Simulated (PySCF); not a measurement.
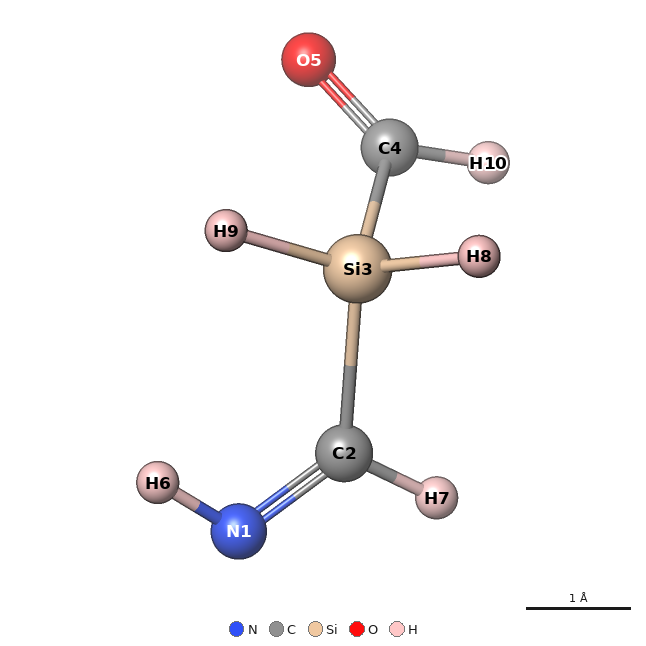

Orthographic view. Depth is shown by fading: the farther an atom, the more it takes the colour of the background. The computed structure is the end point of a PBE0-D3(BJ)/def2-SVP optimisation. No frequency run is at hand to confirm it as a minimum.

Give the geometry as a Z-matrix, atoms in numerical order, with these reference atoms: 2 to 1; 3 to 2, 1; 4 to 3, 2, 1; 5 to 4, 3, 2; 6 to 1, 2, 3; 7 to 2, 1, 6; 8 to 3, 2, 7; 9 to 3, 8, 4; 10 to 4, 5, 3.

```
N  
C    1   1.272
Si   2   1.901   1   126.7
C    3   1.935   2   108.6   1  -116.3
O    4   1.204   3   122.7   2   116.3
H    1   1.028   2   111.1   3    -0.6
H    2   1.108   1   116.0   6   180.0
H    3   1.496   2   109.6   7   -54.3
H    3   1.491   8   111.8   4  -120.8
H    4   1.128   5   120.0   3   179.1
```
